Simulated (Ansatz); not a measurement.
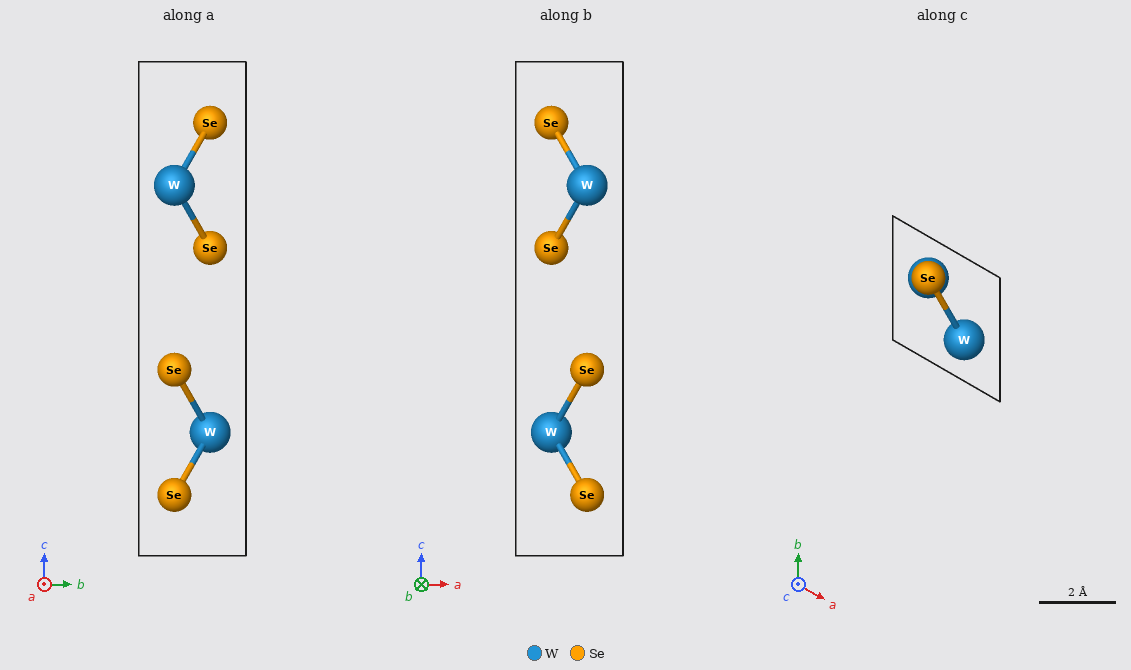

Ball-and-stick drawing of the structure, looking along the a axis, along the b axis and along the c axis. The conventional unit cell is drawn as a box.

Lattice parameters: a = 3.300 Å, b = 3.300 Å, c = 13.149 Å, α = 90.00°, β = 90.00°, γ = 120.00°.

Q: Transcribe the picture into a table of Wyckoff sites, with free fractional coordinates to two decimals.

A: Space group P6_3/mmc (No. 194).
```tsv
atom	site	x	y	z
W	2c	0.3333	0.6667	0.25
Se	4f	0.6667	0.3333	0.38
```

It goes back to a structure type filled with these elements by a generator (whether the compound takes this form wasn't checked). Earlier steps of the study may have refined or changed the cell and positions. Ansatz was used for an electronic-structure calculation on it.
